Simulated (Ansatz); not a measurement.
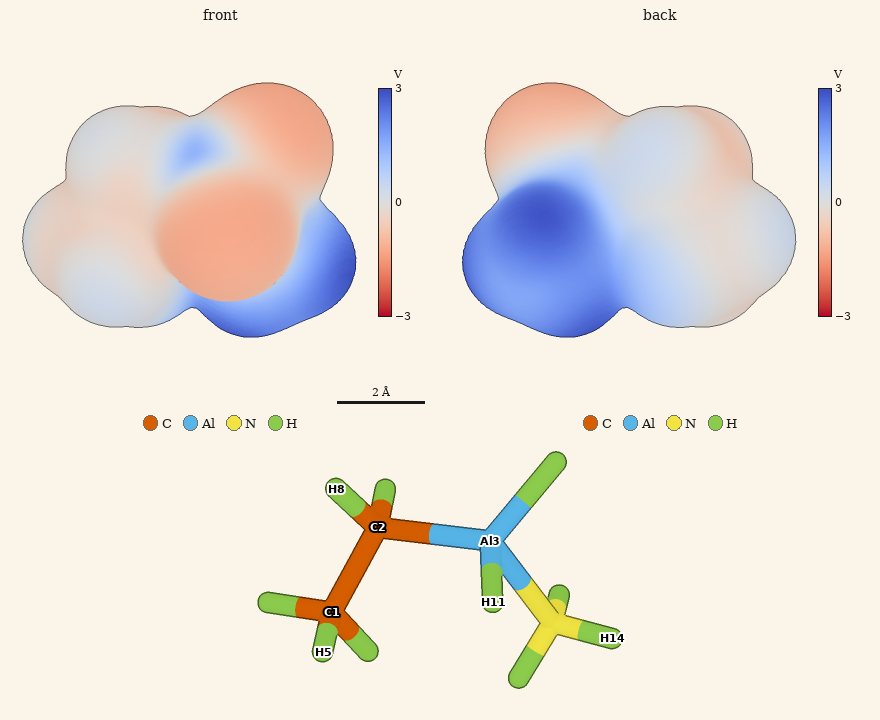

The picture shows: C2H10AlN. The electrostatic potential painted on the density surface at 0.002 e/bohr³, seen from the front and from behind; red is negative and blue positive. The bare structure is drawn below in the same view.

Geometry: B3LYP-D3(BJ)/6-311G**.

The calculation used isolated molecule in a Gaussian basis; Kohn-Sham density functional theory, functional PBE0 (Ansatz 0.2.0).

```xyz
14

C     1.8187    1.6266   -1.0264
C     1.7602    0.0959   -0.8586
Al   -0.0760   -0.6709   -0.8171
N    -0.8417    0.0976   -2.6062
H     1.2414    2.1378   -0.2490
H     1.4074    1.9501   -1.9923
H     2.8396    2.0231   -0.9834
H     2.2688   -0.1778    0.0752
H     2.3529   -0.3844   -1.6493
H    -0.2559   -2.2353   -1.1168
H    -1.1246    0.0108    0.1876
H    -0.8021    1.1145   -2.6078
H    -0.3184   -0.2333   -3.4137
H    -1.8134   -0.1740   -2.7352
```

### Which sites attract a positive test charge, and which a negative one?

A positive charge is drawn to the negative regions and a negative charge to the positive ones. The most negative region (about −1.2 V) lies over H10 and H11, the most positive (about +2.8 V) over H13 and H14.

### How polar is the molecule by this calculation?

Its dipole moment is 4.88 D.
